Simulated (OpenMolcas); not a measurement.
# W³⁺ among point charges: CASSCF and CASPT2 levels and susceptibility

How does a field of 6 point charges split the states of W³⁺, and what χT follows?

The numbers are computed with OpenMolcas 26.06 (state-averaged CASSCF and CASPT2, spin-orbit coupling by RASSI with atomic mean-field integrals), except any that are marked as measured or tabulated.

### 1 The system

```
Species                           : W³⁺ (tungsten, Z = 74, 71 electrons)
Basis                             : ANO-RCC-VDZP [7s6p4d2f1g], 68 functions
Scalar Hamiltonian                : DKH2, point nucleus
Inactive shells                   : 1s 2s 2p 3s 3p 3d 4s 4p 4d 4f 5s 5p
Active space                      : 3 electrons in 5 orbitals (5d)
Some configurations of this space : 5d3
Orbitals                          : optimised for each spin and parity, averaged over all roots
```

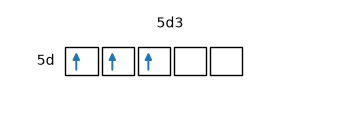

Occupation of the outer shells (arrows by Hund's rule).

The ion sits among 6 point charges of -1 e arranged as an octahedron (Oh), 2.01 Å from the ion.

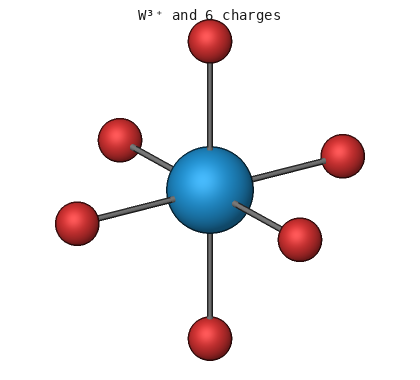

The ion and the point charges (red).

The work runs as a chain of OpenMolcas steps in one folder; each step below is one input file. Labels, J, g values, rates, χT and fits are worked out afterwards by a script from the matrices that RASSI stores. The input lists half of the charges; inversion (Group=XYZ) makes the rest.

### 2 Basis and integrals

Contents of a.inp:

```
&GATEWAY
Coord
1

W 0.0 0.0 0.0
Basis=ANO-RCC-VDZP
Group=XYZ
NoMove
AngMom=0.0 0.0 0.0
AMFI
XField
3 Angstrom 0
2.010000 0.000000 0.000000 -1.000000
0.000000 2.010000 0.000000 -1.000000
0.000000 0.000000 2.010000 -1.000000
&SEWARD
```

Run with:

```sh
OMP_NUM_THREADS=1 MOLCAS_MEM=1689 MOLCAS_PROJECT=a pymolcas a.inp > a.log
```

### 3 CASSCF: quartets of even parity, 10 roots

Contents of a.inp:

```
&RASSCF
FileOrb=start.orb
Symmetry=1
Spin=4
nActEl=3 0 0
Inactive=15 19
Ras2=5 0
CIRoot=10 10 1
SDav=10
CIMx=300
Iter=120 100
PrWF=0.3
OrbListing=Nothing
MaxOrb=0
>>> COPY $Project.JobIph JOB001
```

start.orb holds the contracted functions of the basis, ordered by shell, or the orbitals of the step before.

### 4 CASSCF: doublets of even parity, 40 roots

Contents of a.inp:

```
&RASSCF
FileOrb=start.orb
Symmetry=1
Spin=2
nActEl=3 0 0
Inactive=15 19
Ras2=5 0
CIRoot=40 40 1
SDav=40
CIMx=300
Iter=120 100
PrWF=0.3
OrbListing=Nothing
MaxOrb=0
>>> COPY $Project.JobIph JOB002
```

### 5 State interaction with spin-orbit coupling

Contents of a.inp:

```
&RASSI
NrOfJobIphs=2 10 40
1 2 3 4 5 6 7 8 9 10
1 2 3 4 5 6 7 8 9 10 11 12 13 14 15 16 17 18 19 20 21 22 23 24 25 26 27
28 29 30 31 32 33 34 35 36 37 38 39 40
IphNames
JOB001
JOB002
EJob
SpinOrbit
DIPRint=1.0
SOCoupling=1000.0
Subsets=2
Property=9
'ANGMOM' 1 'ANGMOM' 2 'ANGMOM' 3 'MLTPL  1' 1 'MLTPL  1' 2 'MLTPL  1' 3
'AMFI' 1 'AMFI' 2 'AMFI' 3
SOProperty=3
'ANGMOM' 1 'ANGMOM' 2 'ANGMOM' 3
```

### 6 CASPT2: IPEA 0.25, imaginary shift 0.1 (closed shells correlated: 4f 5s 5p)

Contents of a.inp:

```
>>> COPY JOB001 $Project.JobIph
&CASPT2
Multistate=10 1 2 3 4 5 6 7 8 9 10
NoMult
Frozen=14 9
IPEA=0.25
Imaginary=0.1
MaxIter=60
WThr=0.0 0.3 0.05
PrWF=0.5
NoMix
>>> COPY JOB002 $Project.JobIph
&CASPT2
Multistate=40 1 2 3 4 5 6 7 8 9 10 11 12 13 14 15 16 17 18 19 20 21 22
23 24 25 26 27 28 29 30 31 32 33 34 35 36 37 38 39 40
NoMult
Frozen=14 9
IPEA=0.25
Imaginary=0.1
MaxIter=60
WThr=0.0 0.3 0.05
PrWF=0.5
NoMix
```

(Steps that only read results are left out.)

Q: Predict the outcome of this session. Wanted: spin-free ground state; first state of the same spin within the active space; lowest level; next level.

The runs gave:

```
                                            quantity                                                                           value
                                              method  SS-CASPT2, IPEA 0.25, imaginary shift 0.1 (closed shells correlated: 4f 5s 5p)
                              spin-free ground state                                                 4A2, 1-fold in its orbital part
first state of the same spin within the active space                                                                4T2 at 9400 cm⁻¹
                                        lowest level                                                                       4-fold Γ8
                                          next level                                                                     7738.7 cm⁻¹
                                         χT at 300 K                                                                  0.55 cm³ K/mol
                           effective moment at 300 K                                                                         2.09 μB
```

Cost by method:

| method | time of its own steps | time with the reference |
| --- | --- | --- |
| A. CASSCF | 11 s | 11 s |
| B. SS-CASPT2, IPEA 0.25, imaginary shift 0.1, +4f 5s 5p | 8.7 s | 20 s |

Times are of one thread on a shared host.

In words: The spin-free ground state (4A2) comes to 100 % from free-ion F terms and keeps the highest spin of the shell. χT at 300 K is 0.55, against 1.88 cm³ K/mol for the spin alone, so spin-orbit coupling lowers it. CASPT2 does not keep the components of a term degenerate, and the means are used. The field of point charges can differ much from that of real complexes. This is an electrostatic model: the charges have no orbitals.
